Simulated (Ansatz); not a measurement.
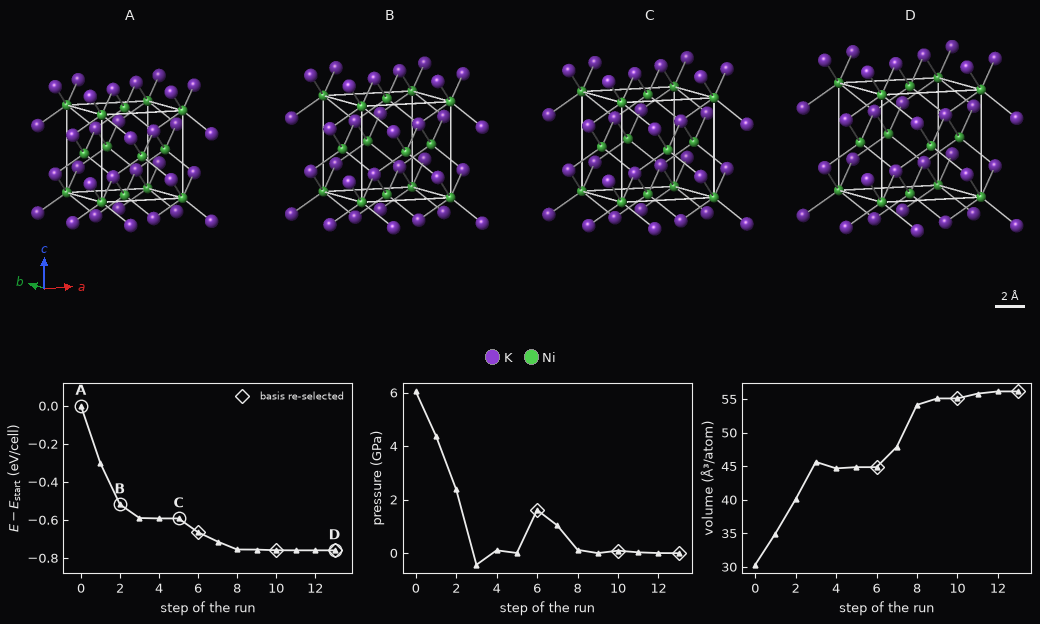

Frames of a relaxation of crystalline KNi (a generated structure, set up in F-43m), marked on the history of the run. A ball-and-stick model of the conventional cell (4 times the calculation's cell), seen slightly off an axis. Lengths and directions refer to the drawn axes.

The run lets cell and atoms move.

The calculation used Kohn-Sham DFT of a periodic cell, PBE, Ansatz PAW (Ansatz 0.2.0).

Input file:
```yaml
crystal:
  lattice:
    - [0.0, 3.11793364, 3.11793364]
    - [3.11793364, 0.0, 3.11793364]
    - [3.11793364, 3.11793364, 0.0]
  atoms:
    - { symbol: K, position: [0.75, 0.75, 0.75] }
    - { symbol: Ni, position: [0.0, 0.0, 0.0], spin: 1.0 }
hamiltonian:
  xc: pbe
  pseudopotentials: { kind: paw }
magnetization:
  spin_polarized: true
kpoints:
  mp_grid: { grid: [5, 5, 5] }
scf:
  occupations: { method: fermi_dirac, width: 0.05 }
output:
  forces: true
  stress: true
  eigenvalues: true
relax:
  f_tol: 0.01
  max_steps: 40
  cell: { stress_tol: 0.05 }
```

Command:
```bash
ansatz run input.yaml --threads 2 --pin off --max-ram 5632MiB --backend cpu --events-out ev --progress --plain --runs-dir out
```

What happens along the run?

No atom moves by more than 0.005 Å relative to the cell. The drawn cell changes as follows: a = b = c 6.236 → 7.659 Å (+22.8 %); the volume changes by +85.3 %. Among the contacts that change: K–Ni 2.700 → 3.316 Å. The space group stays F-43m (No. 216). Over 10 accepted moves (13 points after the start) the energy falls by 0.760 eV per cell of the calculation. All forces vanish by symmetry, so only the cell relaxes. The pressure goes from 6.05 to 0.00 GPa. At 3 points the geometry stayed and the basis and grid were re-selected for the new cell (energy shift of 72.5 meV per cell of the calculation at most each time). Cost: 48 s on 2 threads of Intel(R) Xeon(R) Platinum 8259CL CPU @ 2.50GHz (Skylake/Cascade Lake), on a shared host, peak memory 0.47 GiB. From step 0 to 2: volume +32.2 %, energy −0.518 eV per cell of the calculation. From step 2 to 5: volume +12.0 %, energy −73.6 meV per cell of the calculation. From step 5 to 13: volume +25.2 %, energy −0.168 eV per cell of the calculation.

```csv
step,"E − E(0), meV/atom","pressure, GPa","volume, Å³/atom",note
0,0.00,6.05,30.311,
1,-151.32,4.38,34.964,
2,-259.18,2.38,40.070,
3,-294.88,-0.44,45.650,
4,-295.93,0.10,44.682,
5,-295.98,0.00,44.864,
6,-332.22,1.61,44.864,"same geometry, new basis"
7,-356.66,1.03,47.881,
8,-377.64,0.12,54.149,
9,-377.91,0.00,55.107,
10,-379.61,0.09,55.107,"same geometry, new basis"
11,-379.84,0.03,55.827,
12,-379.85,0.00,56.152,
13,-379.89,0.00,56.152,"same geometry, new basis"
```

Limits of the set-up: only the magnetic order of this start and cell was tried (total moment 1.0 μB per cell).
